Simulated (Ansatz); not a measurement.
# CH3SeSi (SMILES C=[SiH][Se-]) (charge −1): what the fields show

```yaml
atoms:
  - { symbol: C, position_ang: [1.0469, -0.8557, 3.5050] }
  - { symbol: Se, position_ang: [-1.6908, -2.3170, 1.6932] }
  - { symbol: Si, position_ang: [-0.1083, -0.9065, 2.2113] }
  - { symbol: H, position_ang: [1.1182, -1.6097, 4.2930] }
  - { symbol: H, position_ang: [1.7635, -0.0299, 3.5645] }
  - { symbol: H, position_ang: [0.0565, 0.2766, 1.2962] }
```

Geometry: B3LYP-D3(BJ)/def2-SVPD.

These are results of isolated molecule in a Gaussian basis; Kohn-Sham density functional theory, functional PBE0 in Ansatz 0.2.0, not measurements.

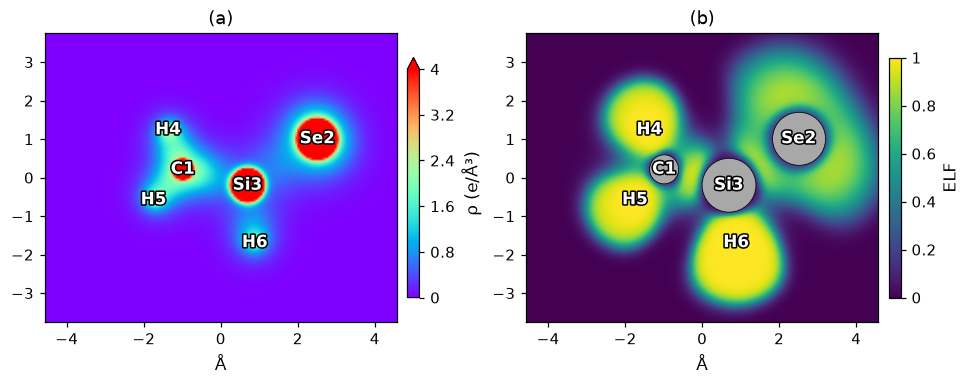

Figure 1. (a) electron density; (b) electron localisation function on the molecular plane. Grey discs cover the atomic cores in the ELF map.

Q: Interpret the plot.

A: The plane passes through C, Se, Si and H nuclei.
C–Si (1.74 Å): the density is about 1.1 e/Å³ at the midpoint; the ELF peaks at about 0.90 between the atoms; localised, covalent bonding.
Si–Se (2.18 Å): ρ is about 0.79 e/Å³ halfway, with its minimum of 0.69 e/Å³ about 0.8 Å from Si; the ELF peaks at about 0.85 between the atoms, as expected for a covalent bond.
C–H (1.09 Å): the density is about 1.9 e/Å³ at the midpoint; the ELF climbs to about 1 towards the hydrogen, as it does in any bond to H; an ordinary covalent bond to hydrogen.
Si–H (1.50 Å): ρ at the midpoint is about 0.77 e/Å³; the ELF climbs to about 1 towards the hydrogen.
The ELF also peaks beside Se2, away from the bonds: lone-pair regions.

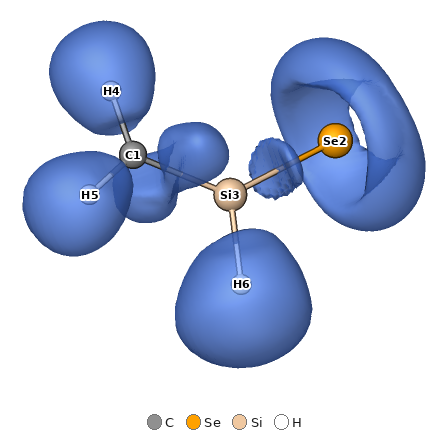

Figure 2. Isosurface of the electron localisation function at 0.8 (blue), seen at a tilt. Only the valence region is drawn (cores and ρ < 0.01 e/Å³ removed).

Q: Describe the localisation domains.

A: The ELF exceeds this value in one region between bonded C–Si atoms (shared pairs), one region between bonded Se–Si atoms (shared pairs), three regions around hydrogen nuclei and one ring or bowl of non-bonding electrons around Se.

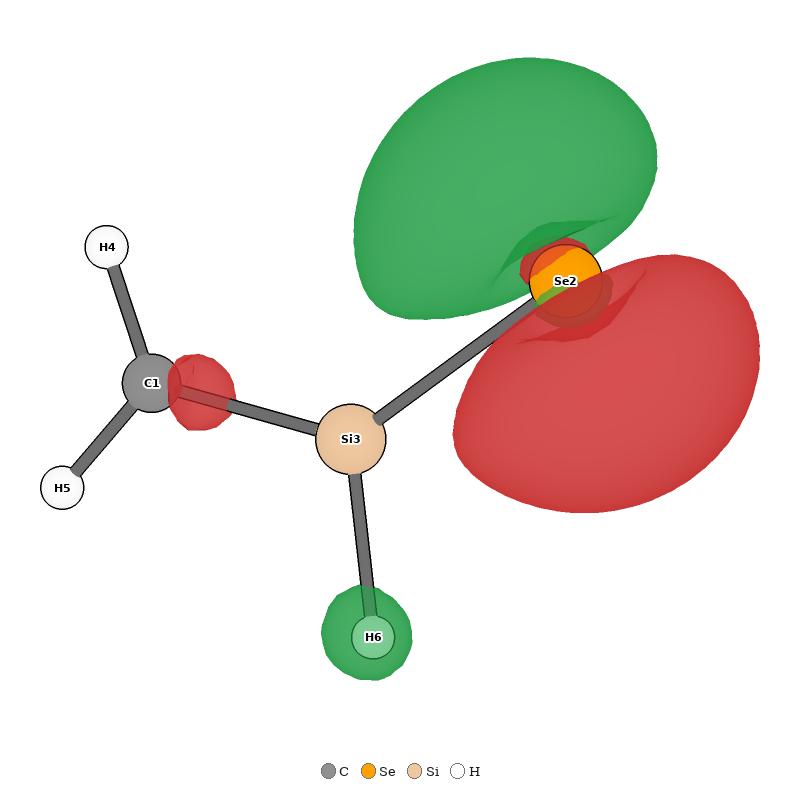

Figure 3. The HOMO−1 at ±0.15 Å⁻³ᐟ² (green and red are the two phases), seen at a tilt.

Q: Where does this orbital lie, and at what energy?

A: It lies mainly on Se2 (about 85 %); it is symmetric in the molecular plane (an in-plane orbital: σ, lone-pair or in-plane π type); largely a lone pair of Se2. Its energy is −1.46 eV.
